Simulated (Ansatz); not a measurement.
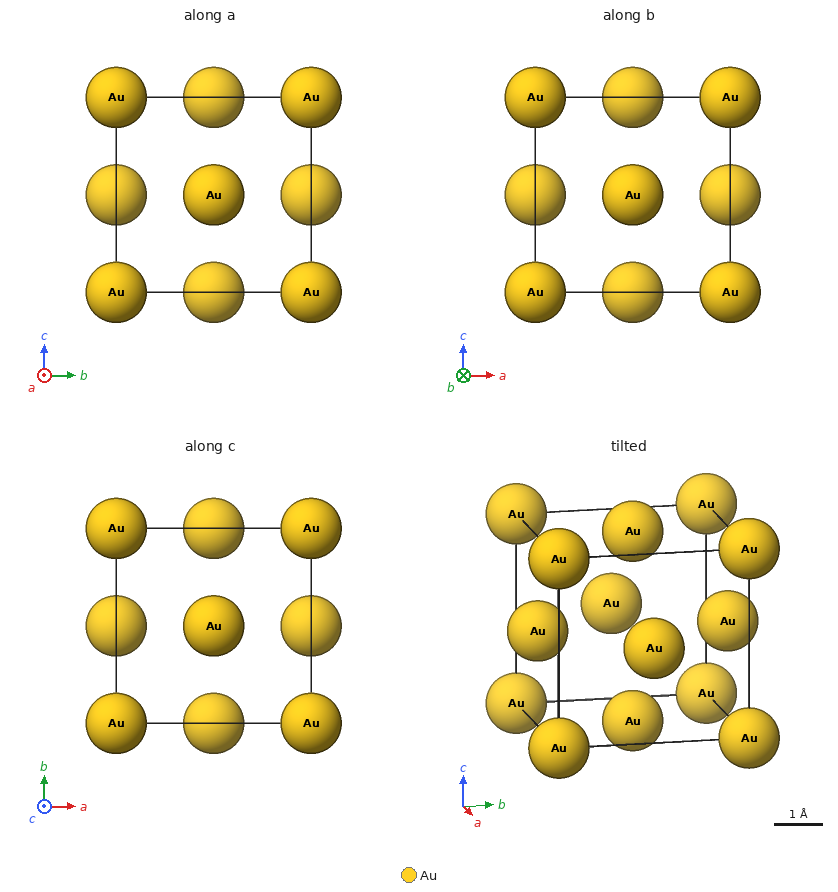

Shown here is a spheres-only view of the crystal, taken along the a axis, along the b axis, along the c axis and slightly off an axis. Atoms at the boundary of the conventional unit cell (the box) are drawn once for each face, edge or corner they touch.

Lattice parameters: a = 4.0800 Å, b = 4.0800 Å, c = 4.0800 Å, α = 90.000°, β = 90.000°, γ = 90.000°.

Question: Convert the drawing into a CIF with its space group and independent sites.

Answer:
```cif
data_structure
_symmetry_space_group_name_H-M 'F m -3 m'
_symmetry_Int_Tables_number 225
_cell_length_a 4.0800
_cell_length_b 4.0800
_cell_length_c 4.0800
_cell_angle_alpha 90.000
_cell_angle_beta 90.000
_cell_angle_gamma 90.000
_cell_volume 67.92
loop_
_atom_site_label
_atom_site_type_symbol
_atom_site_symmetry_multiplicity
_atom_site_Wyckoff_symbol
_atom_site_fract_x
_atom_site_fract_y
_atom_site_fract_z
_atom_site_occupancy
Au1 Au 4 a 0.0000 0.0000 0.0000 1
```

Origin of the cell: the standard structure of this element. Earlier steps of the study, as a rule a relaxation of our own, may have changed the cell and positions, so they can lie some per cent off the listed ones. An electronic-structure calculation with Ansatz was run on it.

At this level of theory the run's own cell isn't at rest (compressed, at 10 GPa), so its distances can differ from those at equilibrium, the more so the softer the solid.
